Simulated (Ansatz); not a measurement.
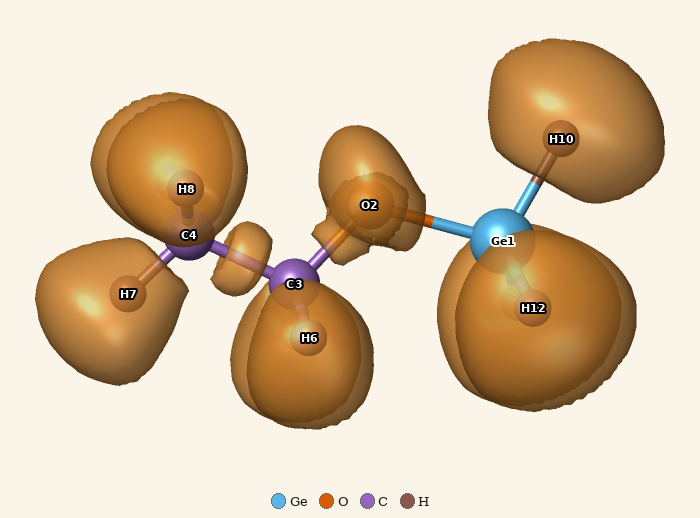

The picture shows: C₂H₈GeO (Ge(OEt)H3). Isosurface of the electron localisation function at 0.75 (orange), seen across its widest extent. Only the valence region is drawn (cores and ρ < 0.01 e/Å³ removed).

Geometry: r2SCAN-D4/def2-SVP.

Theory: RKS PBE0-D4/def2-TZVP in Ansatz 0.2.0.

```xyz
12

Ge    0.8313   -0.0835   -1.9691
O     0.7278   -0.0335   -0.1870
C    -0.5499    0.0447    0.4182
C    -0.3736    0.0530    1.9216
H    -1.0855    0.9632    0.0946
H    -1.1849   -0.8160    0.1164
H    -1.3474    0.1146    2.4318
H     0.1389   -0.8644    2.2494
H     0.2401    0.9140    2.2278
H     2.3292   -0.1629   -2.2659
H     0.1971    1.1947   -2.5518
H     0.0768   -1.3239   -2.4862
```

Where are the electrons localised?

Answer. At this value the surface marks out one region between bonded C–C atoms (shared pairs), eight regions around hydrogen nuclei and one region on O in which the atom's valence shell and bonds are merged. Along the contacts the grid gives the following. C–O (1.42 Å): the ELF peaks at about 0.90 between the atoms: a polar covalent bond. C–C (1.51 Å): the ELF peaks at about 1 between the atoms, as expected for a shared electron pair.
